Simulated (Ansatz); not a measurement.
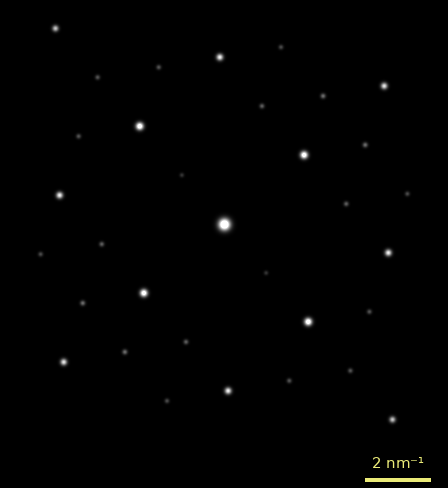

Simulated selected-area electron diffraction pattern (300 kV, kinematic approximation, thin crystal, B = 0.5 Å² for all atoms).

It belongs to Rb3ZnF6, space group I4/mmm (No. 139), a = 6.062 Å, c = 9.933 Å. Structure: the geometry relaxed with Ansatz 0.2.0, DFT, PAW plane waves, r2scan; the starting structure was generated, so it need not be a known form of this composition.

```
Rb F Zn
1.0
     6.06197    0.00000    0.00000
     0.00000    6.06197    0.00000
     0.00000    0.00000    9.93250
Rb F Zn
6 12 2
Direct
  0.50000 0.50000 0.00000
  0.50000 0.00000 0.75000
  0.00000 0.50000 0.75000
  0.00000 0.00000 0.50000
  0.00000 0.50000 0.25000
  0.50000 0.00000 0.25000
  0.50000 0.50000 0.71979
  0.00000 0.00000 0.78021
  0.30650 0.00000 0.00000
  0.00000 0.30650 0.00000
  0.69350 0.00000 0.00000
  0.00000 0.69350 0.00000
  0.00000 0.00000 0.21979
  0.50000 0.50000 0.28021
  0.80650 0.50000 0.50000
  0.50000 0.80650 0.50000
  0.19350 0.50000 0.50000
  0.50000 0.19350 0.50000
  0.00000 0.00000 0.00000
  0.50000 0.50000 0.50000
```

Measure the pattern against the scale bar and name the zone.

The spots form a centred rectangular net with both shortest vectors at d = 5.17 Å, 62.8° apart. They index as 0 1 -1 (itself too weak to see) and 0 1 1 (itself too weak to see), so the zone axis is [100] (or an equivalent direction of <100>).
